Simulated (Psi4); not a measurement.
# UCCSD(T)/6-31G(d) (spherical functions, sweep point 4) run of SiPH4 (SMILES [SiH2]P)

What is the vertical electron affinity of SiPH4 at UCCSD(T)/6-31G* (spherical functions, sweep point 4)? 

The calculation is run with Psi4 1.11.

### 1 Starting point

SiPH4 has 6 atoms, charge 0, and is taken as a doublet. SMILES: `[SiH2]P`. Geometry: relaxed at GFN2-xTB. This is one conformer, not always the lowest.

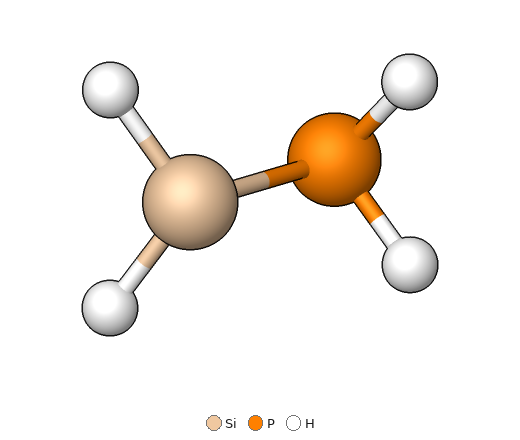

Viewed from a chosen angle; silicon light orange, phosphorus orange, hydrogen white.

### 2 A single-point energy at UCCSD(T)/6-31G(d) (spherical functions, sweep point 4)

Contents of calc.inp:

```
memory 1600 MB

molecule geom {
  0 2
  Si     0.127020    -0.986120    -0.104660
  P     -0.338670     1.170000     0.142220
  H     -0.300620    -1.724700     1.087920
  H     -0.579260    -1.514310    -1.276300
  H      0.434680     1.617150    -0.915300
  H      0.656850     1.437980     1.066130
  symmetry c1
}

set basis 6-31G*
set reference uhf
set puream true
set scf_type pk
set num_frozen_docc 10
set maxiter 150

e_tot = energy('ccsd(t)')
print_variables()
```

Started as:

```console
$ psi4 calc.inp calc.out -n 1
```

calc.out, cut to the lines that bear on the results:

```text
[...]
  Running in c1 symmetry.
[...]
  Nuclear repulsion =   83.322954502856035
[...]
  Multiplicity = 2
[...]
  Nalpha       = 17
  Nbeta        = 16
[...]
    Number of basis functions: 44
[...]
   @UHF iter   1:  -631.87214677828831   -4.69098e-01   3.83509e-03 ADIIS/DIIS
[...]
   @UHF iter  14:  -631.91528540531499   -3.29692e-12   6.53159e-09 DIIS
[...]
   @S^2 Observed:                7.565043898E-01
[...]
    Orbital Energies [Eh]
    ---------------------
    Alpha Occupied:
       1A    -79.917323     2A    -68.768032     3A     -7.479622
       4A     -6.135178     5A     -5.372957     6A     -5.372786
       7A     -5.371646     8A     -4.246195     9A     -4.237108
      10A     -4.236888    11A     -0.874091    12A     -0.703530
      13A     -0.545649    14A     -0.489058    15A     -0.462672
      16A     -0.414910    17A     -0.309865
    Alpha Virtual:
      18A      0.127144    19A      0.154716    20A      0.174638
      21A      0.194934    22A      0.227020    23A      0.316041
      24A      0.363717    25A      0.378343    26A      0.418394
[...]
  @UHF Final Energy:  -631.91528540531499
   => Energetics <=
    Nuclear Repulsion Energy =             83.3229545028560352
    One-Electron Energy =               -1041.0658745146495221
    Two-Electron Energy =                 325.8276346064783411
    Total Energy =                       -631.9152854053151032
  UHF NO Occupations:
  HONO-2 :   15  A 1.9994115
  HONO-1 :   16  A 1.9976340
[...]
 Multipole Moments:
 ------------------------------------------------------------------------------------
     Multipole            Electronic (a.u.)      Nuclear  (a.u.)        Total (a.u.)
 ------------------------------------------------------------------------------------
 L = 1.  Multiply by 2.5417464519 to convert [e a0] to [Debye]
 Dipole X            :         -0.4303027            0.8171773            0.3868746
 Dipole Y            :          1.5666785           -1.6536475           -0.0869690
 Dipole Z            :          0.1817460           -0.2334974           -0.0517514
 Magnitude           :                                                    0.3998922
[...]
      * MP2 total energy                      = -632.082219802511304
[...]
      * CCSD total energy                     = -632.121302227487490
[...]
      * CCSD(T) total energy                     = -632.127103262940523
[...]
```

Wall time 6.3 s (1 thread of Intel Xeon Platinum 8488C (Sapphire Rapids), shared host); peak memory 0.21 GiB.

### 3 The singlet anion at the same level

Contents of calc.inp:

```
memory 1600 MB

molecule {
  -1 1
  Si     0.127020    -0.986120    -0.104660
  P     -0.338670     1.170000     0.142220
  H     -0.300620    -1.724700     1.087920
  H     -0.579260    -1.514310    -1.276300
  H      0.434680     1.617150    -0.915300
  H      0.656850     1.437980     1.066130
  units angstrom
  symmetry c1
}

set {
  puream          true
  scf_type        pk
  num_frozen_docc 10
}

e_tot = energy("ccsd(t)/6-31G*")
```

Started as:

```console
$ psi4 -i calc.inp -o calc.out -n 1
```

calc.out, cut to the lines that bear on the results:

```text
[...]
  Running in c1 symmetry.
[...]
  Nuclear repulsion =   83.322954502856035
[...]
  Multiplicity = 1
[...]
  Nalpha       = 17
  Nbeta        = 17
[...]
    Number of basis functions: 44
[...]
   @RHF iter   1:  -631.83564506832033   -4.32596e-01   5.50353e-03 ADIIS/DIIS
[...]
   @RHF iter  11:  -631.90234914118901   -9.09495e-12   8.06573e-09 DIIS
[...]
    Orbital Energies [Eh]
    ---------------------
    Doubly Occupied:
       1A    -79.717411     2A    -68.502043     3A     -7.278873
       4A     -5.866970     5A     -5.173080     6A     -5.172094
       7A     -5.170503     8A     -3.971827     9A     -3.971611
      10A     -3.969909    11A     -0.667555    12A     -0.455751
      13A     -0.349987    14A     -0.261837    15A     -0.254031
      16A     -0.189571    17A     -0.017974
[...]
  @RHF Final Energy:  -631.90234914118901
   => Energetics <=
    Nuclear Repulsion Energy =             83.3229545028560352
    One-Electron Energy =               -1048.4685515771363953
    Two-Electron Energy =                 333.2432479330914248
    Total Energy =                       -631.9023491411888926
[...]
 Multipole Moments:
 ------------------------------------------------------------------------------------
     Multipole            Electronic (a.u.)      Nuclear  (a.u.)        Total (a.u.)
 ------------------------------------------------------------------------------------
 L = 1.  Multiply by 2.5417464519 to convert [e a0] to [Debye]
 Dipole X            :         -1.3278660            0.8171773           -0.5106888
 Dipole Y            :          2.8849494           -1.6536475            1.2313019
 Dipole Z            :          0.4052260           -0.2334974            0.1717286
 Magnitude           :                                                    1.3440231
[...]
      * MP2 total energy                      = -632.087038054486470
[...]
      * CCSD total energy                     = -632.127321432893268
[...]
      * CCSD(T) total energy                  = -632.133528179310588
[...]
```

Run time: 5.4 s. Hardware: 1 thread of Intel Xeon Platinum 8488C (Sapphire Rapids), shared host; peak memory 0.21 GiB.

### 4 Results

At UCCSD(T)/6-31G* (spherical functions, sweep point 4), 10 core orbitals frozen:

| quantity | value |
| --- | --- |
| doublet SiPH4: total energy | -632.12710 Eh |
| doublet SiPH4: HOMO energy (Hartree–Fock orbitals) (highest over α and β) | -8.43 eV |
| doublet SiPH4: LUMO energy (Hartree–Fock orbitals) (lowest over α and β) | 1.10 eV |
| doublet SiPH4: correlation energy (10 core orbitals frozen) | -211.8 mEh |
| doublet SiPH4: (T) correction | -5.80 mEh |
| doublet SiPH4: ⟨S²⟩ of the reference determinant | 0.757 |
| doublet SiPH4: T1 diagnostic | 0.023 |
| singlet anion: total energy | -632.13353 Eh |
| singlet anion: HOMO energy (Hartree–Fock orbitals) | -0.49 eV |
| singlet anion: LUMO energy (Hartree–Fock orbitals) | 9.19 eV |
| singlet anion: HOMO–LUMO gap (to an unbound level, set by the basis) | 9.68 eV |
| singlet anion: correlation energy (10 core orbitals frozen) | -231.2 mEh |
| singlet anion: (T) correction | -6.21 mEh |
| singlet anion: T1 diagnostic | 0.012 |
| vertical electron affinity (to the singlet anion) | 0.175 eV |

In words: At fixed nuclei the extra electron is bound by 0.17 eV (4.0 kcal/mol). The basis has no diffuse functions, so the error can be as large as this value. The triples (doublet SiPH4) make up 2.7 % of the correlation energy. The triples (singlet anion) make up 2.7 % of the correlation energy.
